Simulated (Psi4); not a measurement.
Approach curve of the dimer CH2O2 ··· H4Si (SMILES O=CO and [SiH4]). Monomers: optimised at B3LYP-D3(BJ) (def2-TZVP), held rigid. Orientation: a higher rigid-body minimum at GFN2-xTB. The monomers approach along the line of their centres of mass (distance R); nothing else relaxes.

Geometry at R = 3.49 Å (first 5 atoms: monomer A):
```
10

O      0.8133    -0.5321    -0.0667
C     -0.4205    -0.0108     0.0417
O     -0.6784     1.1578     0.0369
H      1.4404     0.2060    -0.1473
H     -1.1548    -0.8208     0.1354
Si     1.2970     2.9325    -1.7089
H      1.8510     1.5806    -1.9473
H      1.4335     3.2760    -0.2755
H     -0.1340     2.9532    -2.0872
H      2.0376     3.9203    -2.5258
```

Calculation: Psi4 1.11 with SAPT0/jun-cc-pVDZ, frozen core.

Components in kJ/mol:

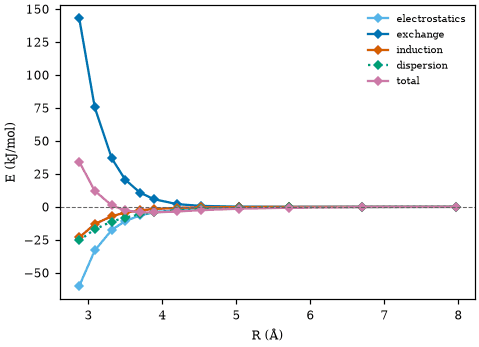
Figure. Components of the interaction energy.

| R / Å | electrostatics | exchange | induction | dispersion | total |
|---|---|---|---|---|---|
| 2.87 | -60.09 | 142.98 | -23.22 | -25.42 | 34.25 |
| 3.08 | -33.11 | 75.38 | -13.09 | -17.04 | 12.13 |
| 3.31 | -17.51 | 36.76 | -7.06 | -11.17 | 1.02 |
| 3.49 | -10.84 | 20.72 | -4.41 | -8.12 | -2.65 |
| 3.69 | -6.54 | 10.83 | -2.65 | -5.77 | -4.13 |
| 3.88 | -4.19 | 5.80 | -1.66 | -4.22 | -4.27 |
| 4.19 | -2.19 | 2.07 | -0.82 | -2.59 | -3.53 |
| 4.52 | -1.22 | 0.68 | -0.41 | -1.59 | -2.54 |
| 5.03 | -0.58 | 0.12 | -0.16 | -0.80 | -1.43 |
| 5.71 | -0.26 | 0.01 | -0.06 | -0.36 | -0.67 |
| 6.69 | -0.11 | 0.00 | -0.02 | -0.13 | -0.26 |
| 7.96 | -0.04 | 0.00 | -0.01 | -0.05 | -0.09 |
